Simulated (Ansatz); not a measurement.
C₂H₇BGeN₂ (SMILES [BH2][Ge]1([NH2])[NH][C]1=C)

The calculation's input:

```
crystal:
  periodic: [false, false, false]
  atoms:
    - { symbol: B, position_ang: [0.2637, -2.0195, -1.0433] }
    - { symbol: Ge, position_ang: [0.2951, -0.3403, 0.1193] }
    - { symbol: "N", position_ang: [1.4716, -0.2879, 1.527] }
    - { symbol: "N", position_ang: [-1.2538, 0.1123, 0.6841] }
    - { symbol: C, position_ang: [-0.6322, 1.1471, -0.232] }
    - { symbol: C, position_ang: [-0.6837, 2.3476, -0.8172] }
    - { symbol: H, position_ang: [-0.758, -2.5965, -1.1219] }
    - { symbol: H, position_ang: [1.2213, -2.3243, -1.6309] }
    - { symbol: H, position_ang: [1.2606, -1.0678, 2.2128] }
    - { symbol: H, position_ang: [2.4476, -0.5026, 1.1656] }
    - { symbol: H, position_ang: [-2.1742, -0.1633, 1.2734] }
    - { symbol: H, position_ang: [-1.58076, 2.94446, -0.69498] }
    - { symbol: H, position_ang: [0.19988, 2.73145, -1.40028] }
basis:
  gaussian: { orbitals: def2-SVP }
hamiltonian:
  xc: pbe
  dispersion: d4
relax:
  f_tol: 0.015
  max_steps: 40
output:
  orbitals: {}
```

Command:

```sh
ansatz run input.yaml --threads 2 --pin off --max-ram 3072MiB --backend cpu --events-out ev --progress --plain --runs-dir out
```

The fields are those of the relaxed geometry.

All numbers below come from RKS PBE-D4/def2-SVP in Ansatz.

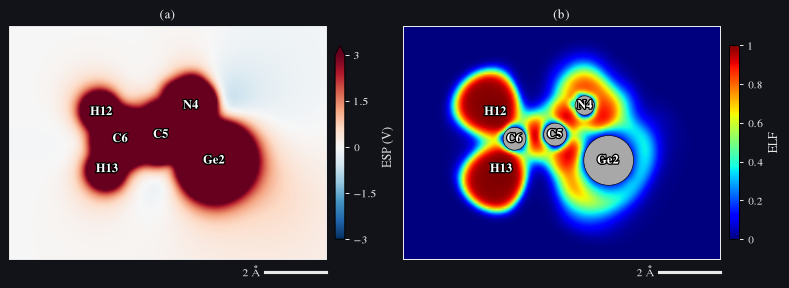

Figure 1. (a) molecular electrostatic potential; (b) electron localisation function on the plane of atoms N4, C5 and C6. Grey discs cover the atomic cores in the ELF map.

Interpret the plot.

- Atoms in the plane: Ge, N, C and H.
- C–C (1.35 Å): the ELF peaks at about 0.90 between the atoms (localised, covalent bonding).
- C–N (1.37 Å): the ELF peaks at about 0.90 between the atoms (localised, covalent bonding).
- C–Ge (1.96 Å): the ELF peaks at about 0.80 in the valence shell of C, 0.7 Å from its nucleus, and is about 0.50 at the midpoint.
- Ge–N (1.98 Å): the ELF peaks at about 0.80 in the valence shell of N, 0.6 Å from its nucleus, and is about 0.35 at the midpoint.
- Outside the dense part of the molecule the potential is most negative (−0.6 V) near N4.

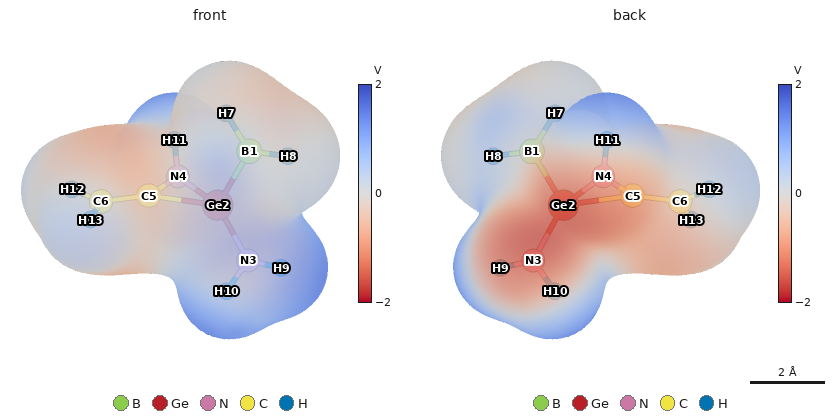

Figure 2. The molecular electrostatic potential painted on the density surface at 0.001 e/bohr³, seen from the front and from behind; the colour scale runs from red (negative) to blue (positive).

Which sites attract a positive test charge, and which a negative one?

A positive charge is drawn to the negative regions and a negative charge to the positive ones. The most negative region (about −1.5 V) lies over N3 and N4, the most positive (about +1.3 V) over H9.

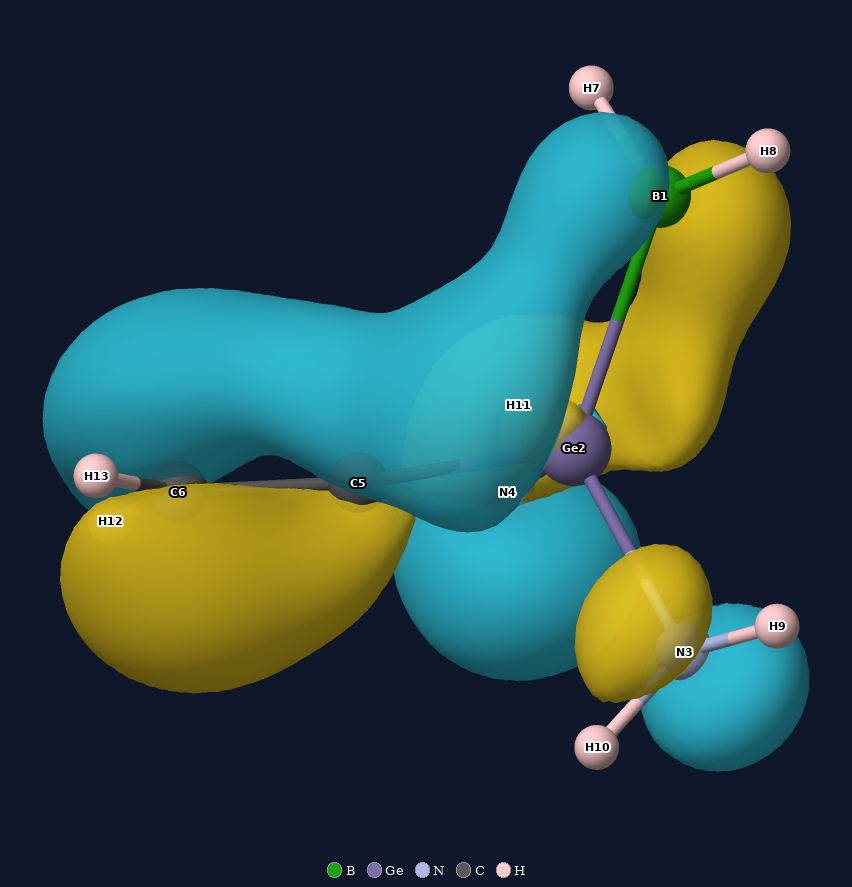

Figure 3. The HOMO at ±0.1 Å⁻³ᐟ² (yellow and cyan are the two phases), seen at a tilt.

What is the character of this orbital?

By Hirshfeld shares it lies mainly on N4 (about 30 %), C6 (about 25 %), C5 (about 15 %), Ge2 (about 10 %), B1 (about 5 %) and N3 (about 5 %). Its energy is −4.95 eV.
